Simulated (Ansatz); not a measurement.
# H4OSi: the cost of one run

Computed with Ansatz 0.2.0, driven from Python. Level of theory: PBE0/def2-SVP.

## 1. Starting point

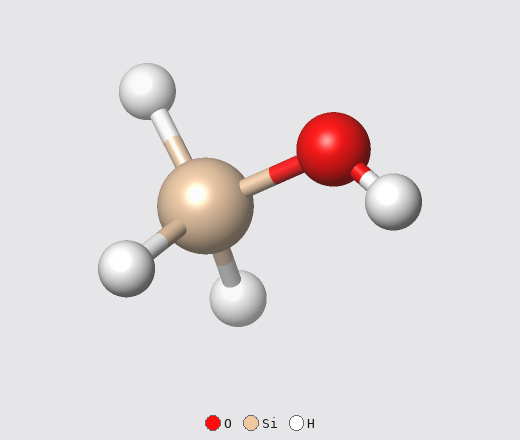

The structure that the script starts from, seen from a chosen angle (oxygen red, silicon light orange, hydrogen white).

No structure file is read: the coordinates are typed or built in the script.

## 2. The script

Contents of md_h4osi.py:

```python
import ansatz
import numpy as np


def main() -> None:
    geometry_ang = [
        ("O", (0.60987, -0.98223, 0.39855)),
        ("Si", (-0.0571, 0.37443, -0.19755)),
        ("H", (0.10661, -1.62242, 0.89184)),
        ("H", (-1.13174, 0.04363, -1.13493)),
        ("H", (1.08415, 1.00003, -0.84517)),
        ("H", (-0.61179, 1.18655, 0.88727)),
    ]
    h4osi = ansatz.Crystal.molecule()
    for symbol, xyz in geometry_ang:
        h4osi = h4osi.atom(symbol, xyz)

    job = (
        h4osi.calculation()
        .basis(gaussian="def2-SVP")
        .functional("pbe0")
        .md("nve", timestep=0.25, steps=40, temperature=200, initial_velocities="maxwell_boltzmann", seed=6)
    )
    frames = []
    outcome = job.session().plan().execute(on_event=lambda e: frames.append(e["data"]) if e["event"] == "md_step" else None)
    print("t (fs)   E_pot (eV)      E_kin (eV)   T (K)   d(0-1) (A)")
    for f in frames[::2]:
        xyz = np.array(f["positions_ang"])
        print(f"{f['time_fs']:6.2f} {f['lagrangian_ev']:14.5f} {f['e_kin_ev']:10.5f} {f['temperature_k']:8.1f} {np.linalg.norm(xyz[0] - xyz[1]):9.4f}")
    kept = np.array([f["conserved_ev"] for f in frames])
    print(f"conserved energy moves by at most {1000 * np.ptp(kept):.3f} meV")


if __name__ == "__main__":
    main()
```

## 3. Launch

Launch:

```bash
python md_h4osi.py
```

**Question.** How long does this script take on 1 thread of Intel Xeon 6975P-C (Granite Rapids), shared host, and how much memory does it need?

About 34 s, with a peak of 0.17 GiB.
